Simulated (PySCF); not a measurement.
# NMR shielding calculation, with input and output: C₅H₅F₃O₂

The run: NMR shielding calculation of C₅H₅F₃O₂, SMILES C=C(OC(F)(F)F)C(C)=O. Method and program: GIAO PBE0/pcSseg-1 NMR shielding, non-relativistic, gas phase (PySCF 2.14.0).

The geometry comes from this level: GFN2-xTB. Figures and captions count atoms from 1; the log counts them from 0 in places.

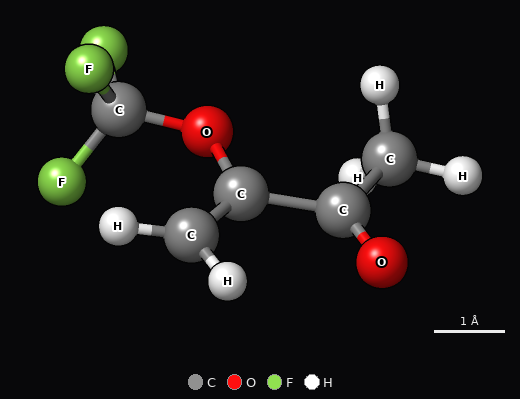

Figure 1. The structure as given in the input (ball-and-stick view, seen at a tilt). Bond lengths as drawn: C–C 1.33 to 1.50 Å, C–F 1.33 to 1.34 Å, C–H 1.08 to 1.09 Å and C–O 1.20 to 1.40 Å.

Key numbers:

| quantity | value |
| --- | --- |
| outcome | converged |
| total energy | −642.781060 hartree |
| HOMO | −8.03 eV |
| LUMO | −2.03 eV |
| dipole moment | 0.62 D |
| isotropic shielding, C | −8.2 to 158.0 ppm |
| isotropic shielding, O | −300.9 to 166.2 ppm |
| isotropic shielding, F | 240.5 to 246.1 ppm |
| isotropic shielding, H | 25.3 to 29.5 ppm |
| hardware | 1 CPU thread, shared host |
| wall time | 39 s |
| peak memory | 0.9 GiB |

Input:
```
{"job": {"kind": "nmr", "xc": "PBE0", "basis": "pcSseg-1"}, "charge": 0, "multiplicity": 1}
C      0.138180    -1.370062     1.228173
C      0.220485    -0.410438     0.316726
O     -0.833207     0.404859    -0.121537
C     -2.041532     0.245888     0.389207
F     -2.861252     1.123891    -0.177736
F     -2.569186    -0.970562     0.180777
F     -2.108027     0.449928     1.714307
C      1.517385    -0.088406    -0.368941
C      1.454063     1.017724    -1.374023
O      2.515773    -0.705376    -0.097105
H     -0.755735    -1.650188     1.755711
H      1.041036    -1.909082     1.457658
H      1.109017     1.929753    -0.891548
H      0.733265     0.765203    -2.148971
H      2.435321     1.174857    -1.812820
```

The first line tells a small driver script what to run in PySCF; the rest is the geometry in Å.

Launched with:
```bash
OMP_NUM_THREADS=1 python <driver script> task.json out
```

Log:
```
coarse grid: 13960 points
cycle   1  E = -642.3943372811  dE =  1.911e+00  |g| = 1.263e+00  |ddm| = 3.513e+00
cycle   2  E = -641.7822368308  dE =  6.121e-01  |g| = 2.241e+00  |ddm| = 3.217e+00
cycle   3  E = -642.6543393560  dE = -8.721e-01  |g| = 3.743e-01  |ddm| = 2.657e+00
cycle   4  E = -642.6799406487  dE = -2.560e-02  |g| = 9.276e-02  |ddm| = 3.530e-01
cycle   5  E = -642.6812646352  dE = -1.324e-03  |g| = 2.197e-02  |ddm| = 7.875e-02
cycle   6  E = -642.6813604505  dE = -9.582e-05  |g| = 6.718e-03  |ddm| = 1.742e-02
cycle   7  E = -642.6813690059  dE = -8.555e-06  |g| = 2.883e-03  |ddm| = 6.575e-03
final grid: 140128 points
cycle   8  E = -642.7810099013  dE = -2.790e-05  |g| = 1.635e-02  |ddm| = 3.039e-02
cycle   9  E = -642.7808854791  dE =  1.244e-04  |g| = 3.039e-02  |ddm| = 3.646e-02
cycle  10  E = -642.7810590423  dE = -1.736e-04  |g| = 2.827e-03  |ddm| = 2.626e-02
cycle  11  E = -642.7810604110  dE = -1.369e-06  |g| = 4.579e-04  |ddm| = 2.373e-03
cycle  12  E = -642.7810604393  dE = -2.830e-08  |g| = 2.870e-04  |ddm| = 5.712e-04
cycle  13  E = -642.7810604574  dE = -1.809e-08  |g| = 5.656e-05  |ddm| = 2.364e-04
cycle  14  E = -642.7810604580  dE = -5.473e-10  |g| = 1.256e-05  |ddm| = 3.885e-05
```

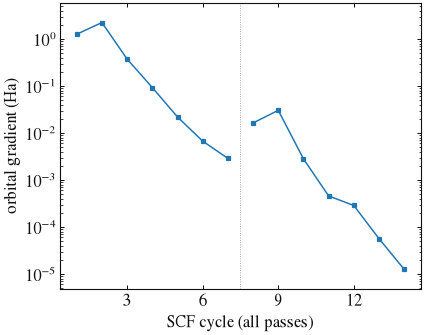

Figure 2. Convergence of the self-consistent field: orbital gradient against the SCF cycle. The dotted line marks the change from a coarse to the final integration grid. The first 7 cycles use a coarse grid, the final grid takes over at cycle 8, and the field converges after 14 cycles in all.

```
converged SCF energy = -642.7810604580

GIAO shielding tensors (ppm)
atom      isotropic    diamagn.    paramagn.     s11        s22        s33       span
  0 C       75.703     256.547    -180.843    -18.994     66.028    180.076    199.069
  1 C       29.640     258.447    -228.807    -73.476     74.874     87.521    160.997
  2 O      166.152     406.300    -240.148    136.767    167.116    194.573     57.806
  3 C       56.889     237.681    -180.792     53.714     54.604     62.350      8.636
  4 F      240.505     469.360    -228.855    177.872    190.364    353.279    175.407
  5 F      246.084     472.450    -226.366    164.879    219.480    353.894    189.015
  6 F      246.107     472.437    -226.330    164.862    219.403    354.055    189.194
  7 C       -8.177     247.260    -255.437   -106.112    -13.551     95.131    201.243
  8 C      157.997     251.805     -93.807    137.367    149.352    187.273     49.906
  9 O     -300.900     398.134    -699.034   -855.708   -397.912    350.921   1206.629
 10 H       26.144      30.974      -4.830     23.567     24.094     30.771      7.203
 11 H       25.274      31.243      -5.969     22.857     24.875     28.089      5.232
 12 H       29.154      30.145      -0.991     25.066     30.150     32.246      7.180
 13 H       29.155      30.146      -0.991     25.070     30.143     32.251      7.181
 14 H       29.527      27.855       1.672     25.814     27.665     35.102      9.288
```

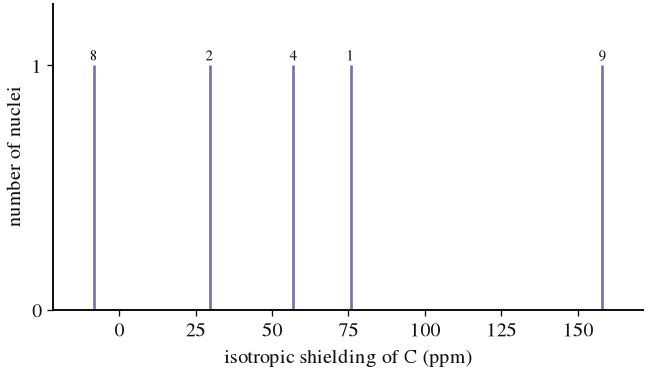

Figure 3. Isotropic shieldings of the carbon nuclei in this fixed geometry, labelled by atom number; shielding grows to the right, so chemical shift grows to the left. The least shielded is C8 (−8.2 ppm), the most shielded C9 (158.0 ppm).

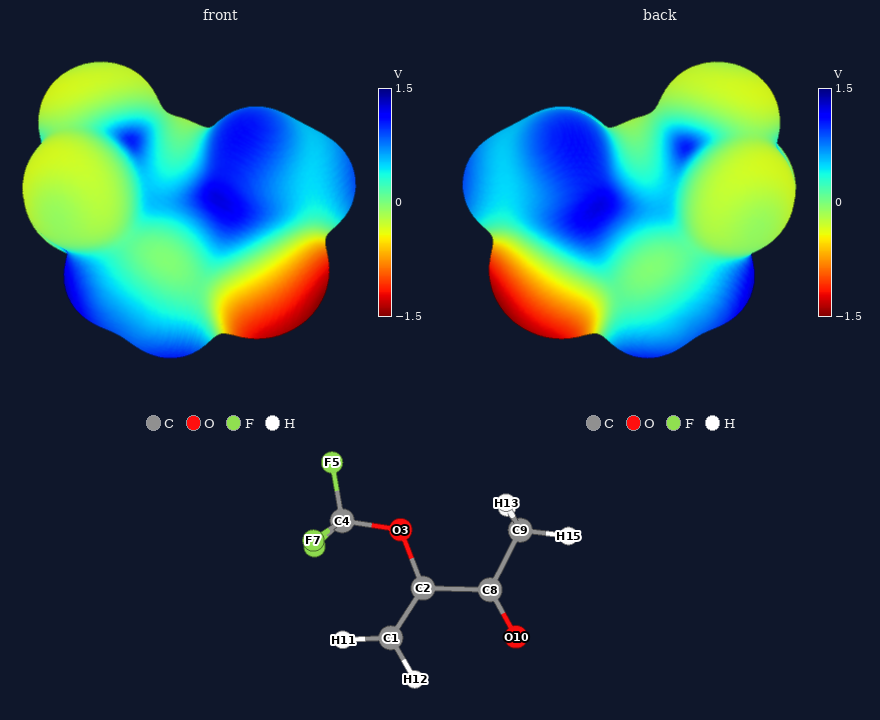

Figure 4. The molecular electrostatic potential painted on the density surface at 0.002 e/bohr³, seen face on and from behind; red is negative and blue positive. The bare structure is drawn below in the same view. Its dipole moment is 0.62 D.

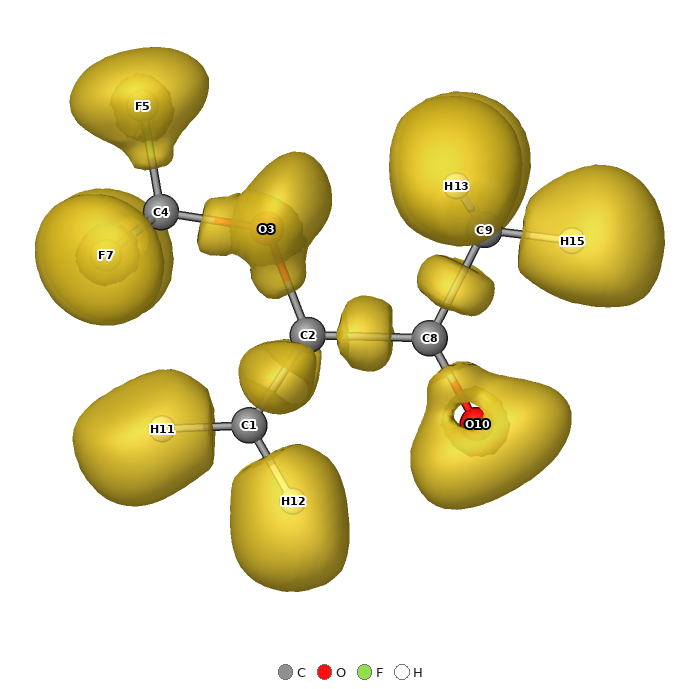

Figure 5. Isosurface of the electron localisation function at 0.75 (yellow), seen face on. Only the valence region is drawn (cores and ρ < 0.01 e/Å³ removed). Profiles from the grid: C–O (1.20 Å): the ELF peaks at about 0.85 between the atoms (a multiple bond by its length, whose ELF region spreads away from the axis). C–C (1.33 Å): the ELF peaks at about 0.90 between the atoms; a multiple bond by its length, whose ELF region spreads away from the axis.

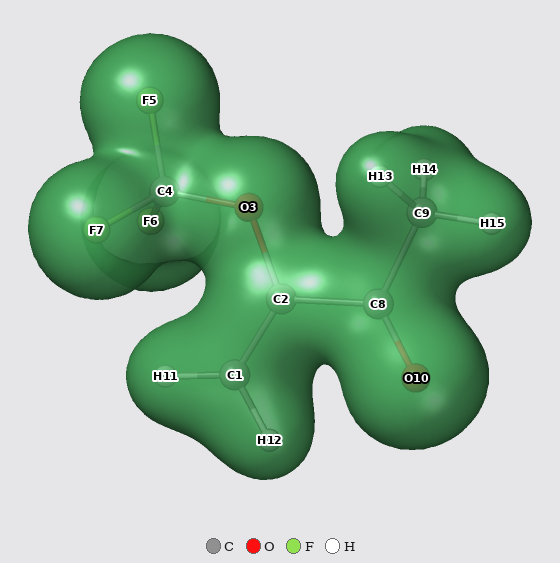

Figure 6. Isosurface of the total electron density at 0.2 e/Å³ (green), seen at a tilt. At this value the surface is in one piece. On the grid the lowest density along these lines, outside the cores, is 2.9 e/Å³ (C–O, 1.20 Å), 2.3 e/Å³ (C–C, 1.33 Å), 2 e/Å³ (C–F, 1.33 Å) and 1.9 e/Å³ (C–H, 1.08 Å).
